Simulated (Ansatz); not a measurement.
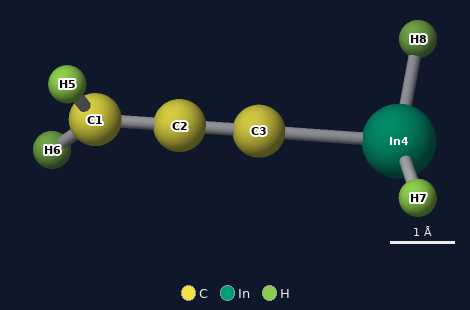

Fig. 1: The structure as given in the input (ball-and-stick view, seen at a tilt; atoms are numbered from 1 in the order of the input). Sticks mark near contacts. Bond lengths as drawn: C–C 1.26 to 1.34 Å, C–H 1.10 Å, C–In 2.22 Å and H–In 1.66 Å.

**C3H4In: a changed input and its effect**

System: C3H4In, charge +1, SMILES [CH2+]C#[C][InH2].
Method of run A: RKS PBE0-D4/def2-SVP (Ansatz 0.2.0).

Text and figures count atoms from 1; the logs count them from 0 in places.

## Input, run A
```yaml
crystal:
  periodic: [false, false, false]
  atoms:
    - { symbol: C, position_ang: [0.672331, 2.396568, 0.618597] }
    - { symbol: C, position_ang: [-0.060255, 1.281857, 0.522671] }
    - { symbol: C, position_ang: [-0.750328, 0.232391, 0.432025] }
    - { symbol: In, position_ang: [-1.968864, -1.619527, 0.270716] }
    - { symbol: H, position_ang: [0.283813, 3.285499, 1.135999] }
    - { symbol: H, position_ang: [1.680072, 2.449879, 0.182199] }
    - { symbol: H, position_ang: [-3.175331, -0.996297, -0.688052] }
    - { symbol: H, position_ang: [-2.004695, -1.992552, 1.890177] }
total_charge: 1
basis:
  gaussian: { orbitals: def2-SVP }
hamiltonian:
  xc: pbe0
  dispersion: d4
output:
  forces: true
```

Launched with:
```bash
ansatz run input.yaml --threads 1 --pin off --max-ram 2560MiB --backend cpu --events-out ev --progress --plain --runs-dir out
```

Hardware: 1 thread of Intel Xeon (Sapphire Rapids), 16 GiB of memory available, shared host.

## Output (run A)
```
Engine: ansatz 0.2.0, x86_64-unknown-linux-gnu
Functional definition: PBE0
  parameter a = 0.25
  parameter kappa = 0.804
  parameter beta = 0.06672455060314922
  exchange = (1 - a)*pbe_x(kappa = kappa, mu = beta*pi^2/3) + a*exact_x
  correlation = pbe_c(beta = beta)
984 factors; integrals over basis functions are off by at most 1.0e-3 eV
mean field evaluation 1: about -8293.9699 eV, gradient 8.3e1 eV
mean field evaluation 2: about -7785.7528 eV, gradient 2.4e2 eV
mean field evaluation 4: about -8324.4943 eV, gradient 4.7e1 eV
mean field evaluation 8: about -8331.2322 eV, gradient 6.8e-1 eV
mean field evaluation 16: about -8331.3827 eV, gradient 4.4e-4 eV
mean field -8331.38268570 eV, -306.1726664854 hartree, gradient 2.7e-5 eV, S^2 0.000000; 0 other end points of the search recorded, 0 dependent functions left out
the calculation of the forces begins
reference -8331.38272030 eV, -306.1726677570 hartree; 21, 21 occupied and 67, 67 virtual orbitals, 984 factors
Total energy: -8331.48535184 eV, -306.1764393965 hartree
Atom 0 at     0.672331     2.396568     0.618597 Å, force    -0.070574    -0.015459     0.026113 eV/Å
Atom 1 at    -0.060255     1.281857     0.522671 Å, force     0.120041     0.153981     0.004617 eV/Å
Atom 2 at    -0.750328     0.232391     0.432025 Å, force     0.470283    -0.007291    -0.216425 eV/Å
Atom 3 at    -1.968864    -1.619527     0.270716 Å, force    -0.614147     1.029367     0.676779 eV/Å
Atom 4 at     0.283813     3.285499     1.135999 Å, force     0.005792     0.000009    -0.002078 eV/Å
Atom 5 at     1.680072     2.449879     0.182199 Å, force    -0.008140    -0.005208     0.001423 eV/Å
Atom 6 at    -3.175331    -0.996297    -0.688052 Å, force    -0.309800    -0.273132    -1.034099 eV/Å
Atom 7 at    -2.004695    -1.992552     1.890177 Å, force     0.406546    -0.882268     0.543669 eV/Å
Dipole moment:     0.930116     0.981741    -0.044497 e Å
```

For run B the input was changed thus:
```diff
-    - { symbol: C, position_ang: [0.672331, 2.396568, 0.618597] }
-    - { symbol: C, position_ang: [-0.060255, 1.281857, 0.522671] }
-    - { symbol: C, position_ang: [-0.750328, 0.232391, 0.432025] }
+    - { symbol: C, position_ang: [1.766001, 1.452777, -0.242825] }
+    - { symbol: C, position_ang: [0.739295, 0.607659, -0.100997] }
+    - { symbol: C, position_ang: [-0.227709, -0.187921, 0.032236] }
-    - { symbol: H, position_ang: [0.283813, 3.285499, 1.135999] }
-    - { symbol: H, position_ang: [1.680072, 2.449879, 0.182199] }
-    - { symbol: H, position_ang: [-3.175331, -0.996297, -0.688052] }
-    - { symbol: H, position_ang: [-2.004695, -1.992552, 1.890177] }
+    - { symbol: H, position_ang: [1.72068, 2.471338, 0.168668] }
+    - { symbol: H, position_ang: [2.679149, 1.14857, -0.774281] }
+    - { symbol: H, position_ang: [-2.971529, -1.373973, -1.087886] }
+    - { symbol: H, position_ang: [-1.692796, -2.462218, 1.728439] }
```

How does run B compare with run A?

On the same kind of shared host run B took about 220 times as long.

## Output (run B)
```
Engine: ansatz 0.2.0, x86_64-unknown-linux-gnu
Functional definition: PBE0
  parameter a = 0.25
  parameter kappa = 0.804
  parameter beta = 0.06672455060314922
  exchange = (1 - a)*pbe_x(kappa = kappa, mu = beta*pi^2/3) + a*exact_x
  correlation = pbe_c(beta = beta)
984 factors; integrals over basis functions are off by at most 1.0e-3 eV
mean field evaluation 1: about -8292.9685 eV, gradient 8.3e1 eV
mean field evaluation 2: about -7771.9648 eV, gradient 2.5e2 eV
mean field evaluation 4: about -8326.1116 eV, gradient 4.3e1 eV
mean field evaluation 8: about -8331.9008 eV, gradient 6.2e-1 eV
mean field evaluation 16: about -8332.0486 eV, gradient 2.8e-4 eV
mean field -8332.04856681 eV, -306.1971371648 hartree, gradient 6.6e-6 eV, S^2 0.000000; 0 other end points of the search recorded, 0 dependent functions left out
the calculation of the forces begins
reference -8332.04860185 eV, -306.1971384528 hartree; 21, 21 occupied and 67, 67 virtual orbitals, 984 factors
Total energy: -8332.14897195 eV, -306.2008269856 hartree
Atom 0 at     1.766001     1.452777    -0.242825 Å, force     0.000632     0.000355    -0.000126 eV/Å
Atom 1 at     0.739295     0.607659    -0.100997 Å, force     0.000496     0.001109    -0.000103 eV/Å
Atom 2 at    -0.227709    -0.187921     0.032236 Å, force    -0.076196    -0.062806     0.010369 eV/Å
Atom 3 at    -1.968864    -1.619527     0.270716 Å, force    -0.005768    -0.004700     0.000720 eV/Å
Atom 4 at     1.720680     2.471338     0.168668 Å, force     0.000485    -0.000552     0.000003 eV/Å
Atom 5 at     2.679149     1.148570    -0.774281 Å, force     0.000042     0.000610     0.000063 eV/Å
Atom 6 at    -2.971529    -1.373973    -1.087886 Å, force     0.104154    -0.021699     0.135516 eV/Å
Atom 7 at    -1.692796    -2.462218     1.728439 Å, force    -0.023846     0.087683    -0.146444 eV/Å
Dipole moment:     1.125134     0.925612    -0.154793 e Å
```

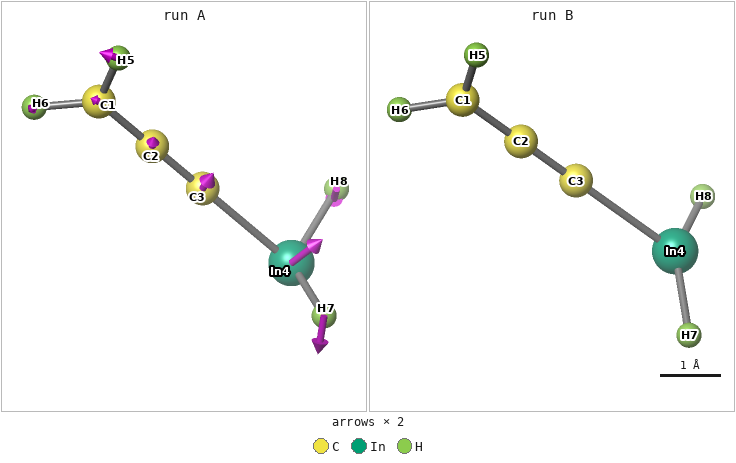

Fig. 2: The two input geometries at one scale (ball-and-stick view, seen at a tilt). The pink arrows on the first give the shifts of the atoms after the best rigid fit, magnified 2 times. The largest move after the best rigid fit is that of In4, 0.40 Å. Largest moves by element: In 0.40 Å, H 0.35 Å, C 0.21 Å. Among the contacts that change: C3–In4 2.223 → 2.267 Å, In4–H7 1.662 → 1.706 Å.

## The two runs side by side

```csv
quantity,run A,run B
outcome,converged,converged
total energy (hartree),−306.176439,–
largest force (eV/Å),1.377,–
basis functions,88,–
wall time (shared host),2.6 s,9.5 min
```
